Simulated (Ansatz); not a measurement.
A series of calculations on C$_{2}$H$_{7}$BSSi

Part 1: Relaxation

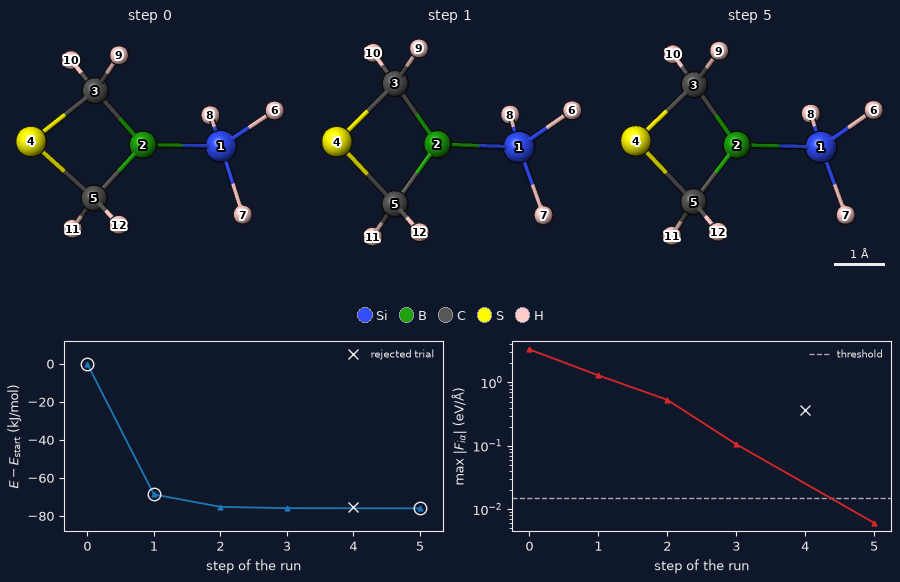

Frames of a relaxation of C2H7BSSi, marked on the history of the run. A ball-and-stick model, seen at a tilt.

The run prepares an end point of a later path (torsion) calculation, from a guessed geometry.

The calculation used RKS PBE0-D4/def2-SVP (Ansatz 0.2.0). Set-up: no spin polarisation; force threshold 0.015 eV/Å; at most 40 steps.

Describe the path.

Over 4 accepted moves (5 points after the start) the energy falls by 76.0 kJ/mol. Largest force component: 3.3 eV/Å at the start, 0.0061 eV/Å at the end. The line search rejected the trial step at point 4 of the run. The largest move after the best rigid fit is that of H11, 0.15 Å. By element the largest moves are H 0.15 Å, B 0.14 Å, C 0.13 Å, S 0.10 Å, Si 0.06 Å. Near-neighbour distances that change, for instance: Si1–B2 1.918 → 2.026 Å, Si1–H8 1.410 → 1.500 Å, C3–H10 1.151 → 1.104 Å, B2–C5 1.618 → 1.577 Å. Bond angles that change, for instance: C3–B2–C5 86.7° → 98.4°, B2–C3–S4 101.7° → 90.1°, B2–C5–S4 99.5° → 90.3°. The run took 24 s on 2 threads of Arm Neoverse V1, on a shared host, peak memory 0.26 GiB. From step 0 to 1: H11 moves most (0.16 Å), energy −68.6 kJ/mol. From step 1 to 5: C and H atoms move most (0.06 Å), energy −7.34 kJ/mol.

Part 2: Relaxation

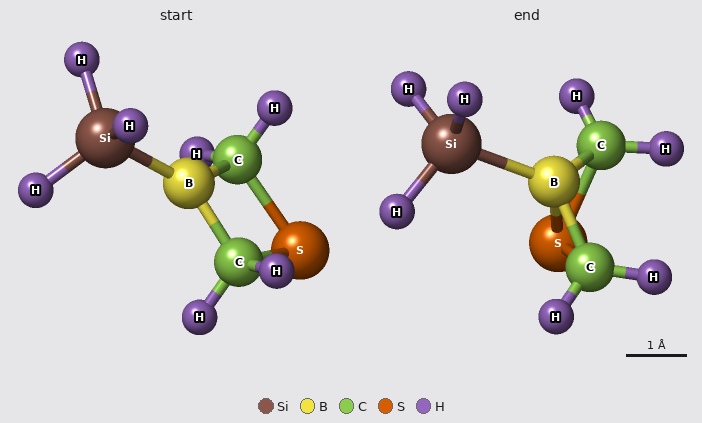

The structure of C2H7BSSi before (left) and after (right) a relaxation, at one scale.

A ball-and-stick model, seen from a free direction.

The run prepares an end point of a later path (torsion) calculation, from a guessed geometry.

Computed with RKS PBE0-D4/def2-SVP (Ansatz 0.2.0). Settings: no spin polarisation; force threshold 0.015 eV/Å; at most 40 steps.

### Summarise the run.

The S atom moves most after the best rigid fit: 1.58 Å. By element the largest moves are S 1.58 Å, H 1.19 Å, C 0.39 Å, B 0.25 Å, Si 0.23 Å. Some distances before and after: B–S 2.668 → 1.974 Å, H–Si 1.410 → 1.501 Å, B–Si 1.918 → 2.005 Å, C–H 1.151 → 1.097 Å. Among the angles between lasting bonds that change: B–C–S 101.7° → 69.7°, B–C–S 99.5° → 69.7°, C–B–C 86.7° → 100.8°. Groups turn about C–S by about 40°, C–S by about 40°, B–Si by about 30°. After 25 accepted moves (27 points after the start) the energy has fallen by 139.1 kJ/mol. Largest force component: 3.2 eV/Å at the start, 0.011 eV/Å at the end. The line search rejected the trial steps at points 4, 18 of the run. The forces were under the threshold at step 6, but the run went on from there.

Part 3: Path

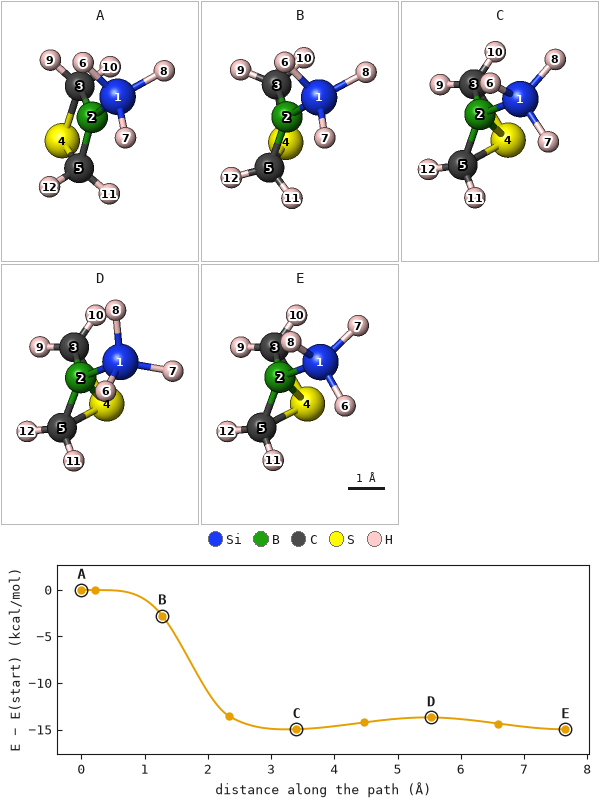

A nudged-elastic-band calculation for C2H7BSSi. Images are numbered from 0 (start) to 8 (end). Frames A to E are images 0, 2, 4, 6, 8. Style: ball-and-stick. Shown from a free direction.

Level of theory: Ansatz, RKS PBE0-D4/def2-SVP. Run with 7 movable images; climbing image; force threshold 0.03 eV/Å; iteration limit 60; starting path by image-dependent pair potential.

> What happens along the path, and what is the barrier?

The motion is a rotation about the Si1–B2 bond by about 150°, with a turn of about 40° about C3–S4, with a turn of about 40° about S4–C5. No bond forms or breaks between the ends. Relative to the start the highest point is image 0 at 0.0 kcal/mol and the end lies at −15.0 kcal/mol, but the profile dips to −14.9 kcal/mol at image 4 on the way, so there is an intermediate minimum on the way. The band converged in 12 iterations. The largest component of the band force went from 0.9 to 0.03 eV/Å.

The run took 4.9 min on 2 threads of Arm Neoverse V1, with other jobs on the host, peak memory 0.26 GiB.
